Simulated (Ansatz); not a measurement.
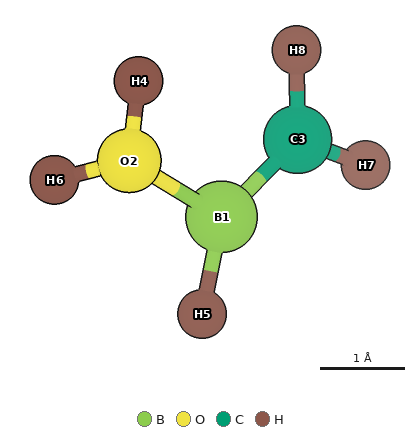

Figure 1. The structure (ball-and-stick view, seen at a tilt; atoms are numbered from 1 in the order of the input).

## Run report: CH5BO, single-point calculation

System: CH5BO.
Method: RKS PBE0-D4/def2-TZVPP (Ansatz 0.2.0).

The geometry is the product side of a reaction. The reaction was set up to form O2–H4 and to break B1–O2 and C3–H4 (atoms counted from 1 in the order of the input); sticks are drawn by distance alone. The geometry comes from this level: PBE0-D4/def2-TZVP.

### What the program printed
```
Functional definition: PBE0
  name "PBE0"
  cite "Adamo & Barone, J. Chem. Phys. 110, 6158 (1999) doi:10.1063/1.478522"
  cite "Perdew, Burke & Ernzerhof, Phys. Rev. Lett. 77, 3865 (1996) doi:10.1103/PhysRevLett.77.3865"
  parent pbe
  parameter a = 0.25
  parameter kappa = 0.804
  parameter beta = 0.06672455060314922
  exchange = (1 - a)*pbe_x(kappa = kappa, mu = beta*pi^2/3) + a*exact_x
  correlation = pbe_c(beta = beta)
795 factors; their error is unknown
mean field evaluation 1: about -3828.0485 eV, gradient 6.5e1 eV
mean field evaluation 2: about -3820.5722 eV, gradient 7.9e1 eV
mean field evaluation 4: about -3837.3327 eV, gradient 6.1e0 eV
mean field evaluation 8: about -3837.4264 eV, gradient 3.6e-1 eV
mean field -3837.42655056 eV, -141.0228246318 hartree, gradient 3.7e-5 eV, S^2 0.000000; 0 other end points of the search recorded, 0 dependent functions left out
reference -3837.42657873 eV, -141.0228256673 hartree; 12, 12 occupied and 151, 151 virtual orbitals, 795 factors
Total energy: -3837.49985165 eV, -141.0255183973 hartree
```

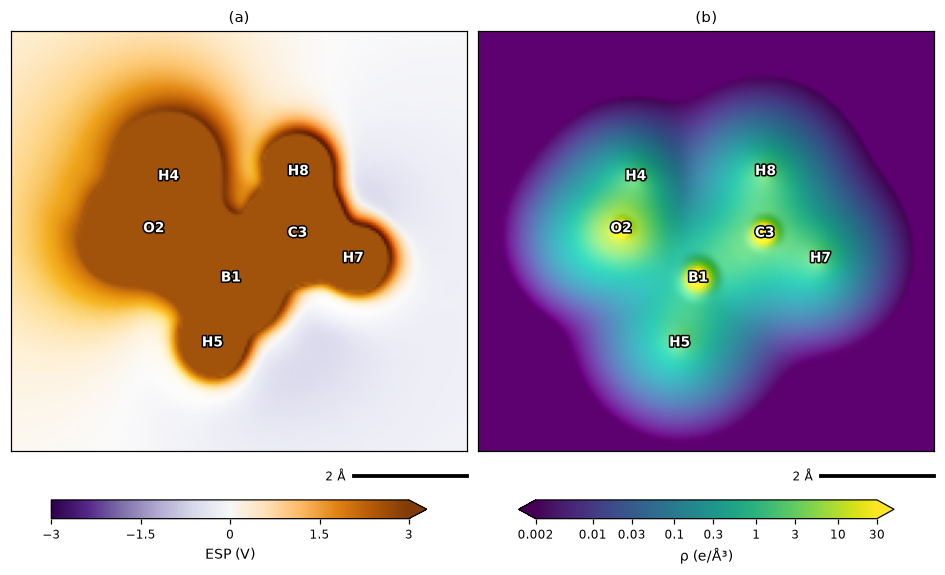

Figure 2. (a) molecular electrostatic potential; (b) electron density on the plane of atoms H7, C3 and H8. The section cuts through B, O, C and H sites. B–O (1.62 Å): ρ is about 1.1 e/Å³ halfway. C–H (1.08 Å): ρ at the midpoint is about 2 e/Å³. B–H (1.19 Å): ρ at the midpoint is about 1.3 e/Å³.

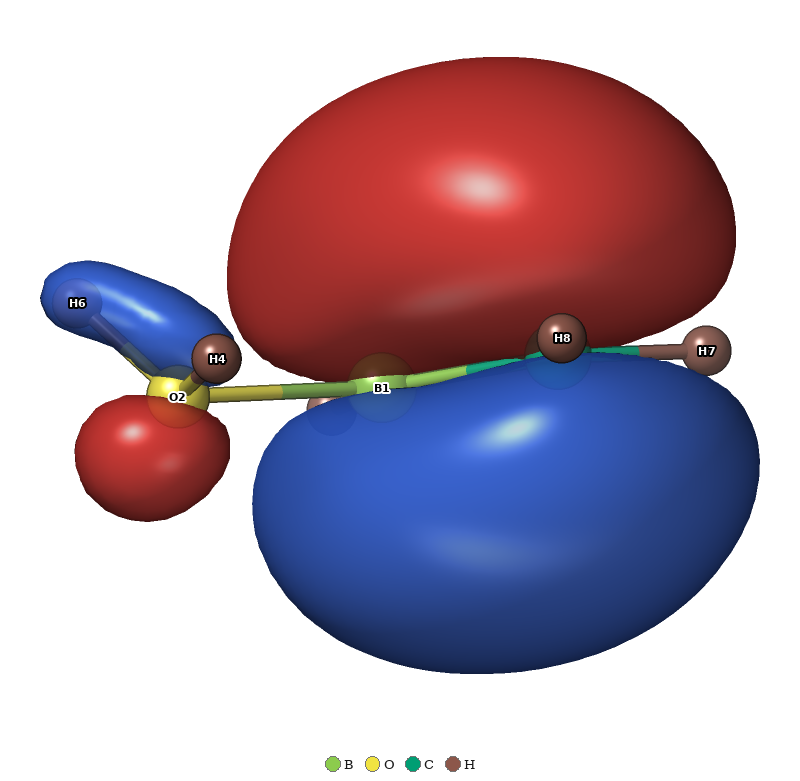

Figure 3. The HOMO at ±0.08 Å⁻³ᐟ² (red and blue are the two phases), seen from the side. Its energy is −5.40 eV.

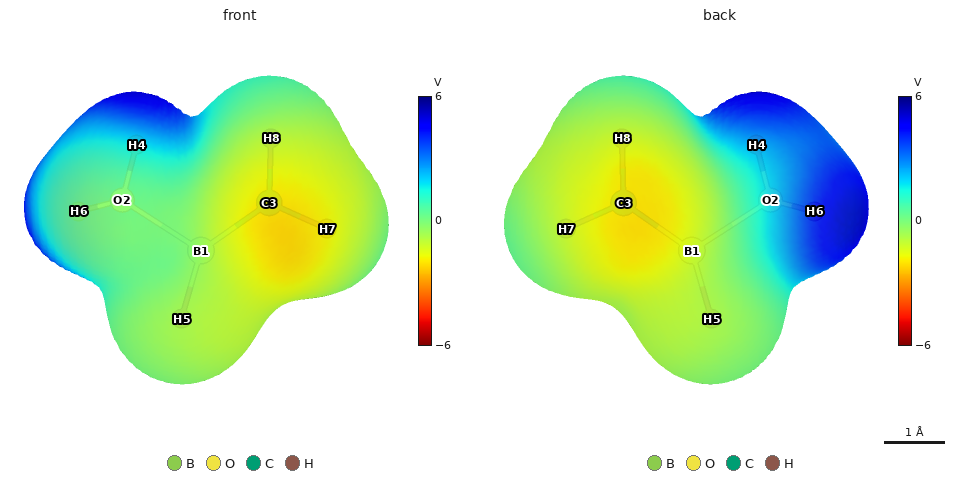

Figure 4. The electrostatic potential painted on the density surface at 0.004 e/bohr³, seen face on and from behind; red is negative and blue positive.

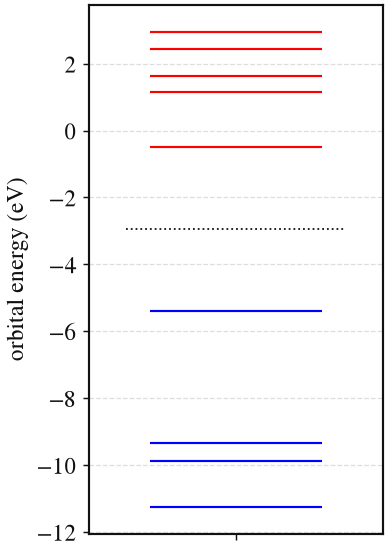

Figure 5. Orbital energies near the frontier; the dotted line parts filled from empty levels, and levels within 0.02 eV of each other stand side by side. Highest filled −5.40 eV, lowest empty −0.48 eV, 4.92 eV apart.

This output came from the following input.

### Input file
```yaml
crystal:
  periodic: [false, false, false]
  atoms:
    - {symbol: B, position_ang: [-0.587251, 0.008995, -0.283805]}
    - {symbol: O, position_ang: [0.413591, -1.261533, -0.285917]}
    - {symbol: C, position_ang: [0.016325, 1.198088, 0.178667]}
    - {symbol: H, position_ang: [1.221297, -0.973364, 0.162611]}
    - {symbol: H, position_ang: [-1.636903, -0.382535, -0.689405]}
    - {symbol: H, position_ang: [0.045830, -2.013680, 0.194098]}
    - {symbol: H, position_ang: [-0.523543, 2.138160, 0.210665]}
    - {symbol: H, position_ang: [1.050654, 1.285669, 0.513086]}
basis:
  gaussian: {orbitals: def2-TZVPP}
hamiltonian: {xc: pbe0, dispersion: d4}
output: {orbitals: {seedname: orbitals}}
```

Launched with:
```bash
ansatz run in.yaml --threads 2 --pin off --events-out ev --progress --plain --max-ram 4352MiB
```

### Summary

- outcome: converged
- total energy: −3837.4999 eV
- mean-field energy: −3837.4266 eV
- dispersion energy: −0.0733 eV
- SCF solution under orbital rotations: stable
- HOMO: −5.40 eV
- LUMO: −0.48 eV
- hardware: 2 threads of Arm Neoverse V1, 23 GiB of memory available, shared host
- wall time: 1.6 s (CPU time 3.1 s)
- peak memory: 0.36 GiB
